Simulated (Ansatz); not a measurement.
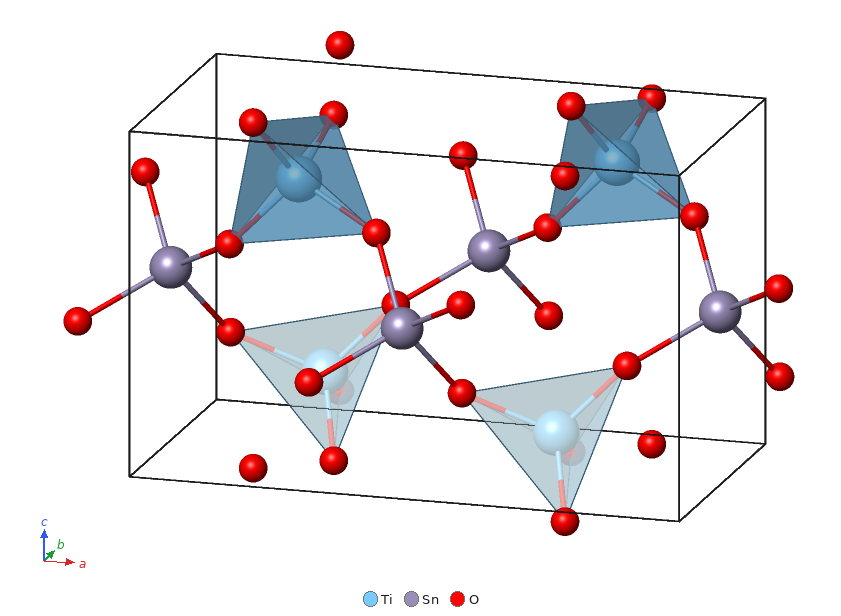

A polyhedral rendering, viewed slightly off an axis. The edges of the conventional unit cell are marked. Some atoms of the next cells are drawn as well.

Ti₂SnO₆, space group C2 (No. 5), a = 10.047 Å, b = 5.663 Å, c = 6.287 Å, α = 90.00°, β = 90.63°, γ = 90.00°. The structure comes from a structure type filled with these elements by a generator (whether the compound takes this form wasn't checked). Earlier steps of the study may have refined or changed the cell and positions. Ansatz was used for an electronic-structure calculation on it.

This one geometry was computed with Ansatz (DFT, plane waves, PAW) at four levels of theory: r2SCAN, PBE+U (U_eff = 4.00 eV on Ti d), PBEsol and PBE.

Which level gives the highest pressure at this volume, and what does that say about its equilibrium volume?

Highest: PBE+U (U_eff = 4.00 eV on Ti d) (1.2 GPa), which points to the largest equilibrium volume. Lowest, with the smallest volume: r2SCAN (-2.8 GPa) and PBEsol (-2.6 GPa). Levels within 0.5 GPa of each other can't be told apart.

How does the band gap change with the level of theory?

PBEsol: a gap of 3.51 eV, indirect; PBE: a gap of 3.56 eV, direct; PBE+U (U_eff = 4.00 eV on Ti d): a gap of 3.58 eV, indirect; r2SCAN: a gap of 4.06 eV, direct.

Collect the results in a table.

| level | cutoff (eV) | k-mesh of the run's cell | gap (eV) | pressure (GPa) |
| --- | --- | --- | --- | --- |
| r2SCAN | 500 | 6×6×4 | 4.06 | -2.8 |
| PBE+U (U_eff = 4.00 eV on Ti d) | 420 | 6×6×4 | 3.58 | 1.2 |
| PBEsol | 420 | 6×6×4 | 3.51 | -2.6 |
| PBE | 420 | 6×6×4 | 3.56 | 0.0 |

Gaps are taken on the k-mesh or band path of each run.
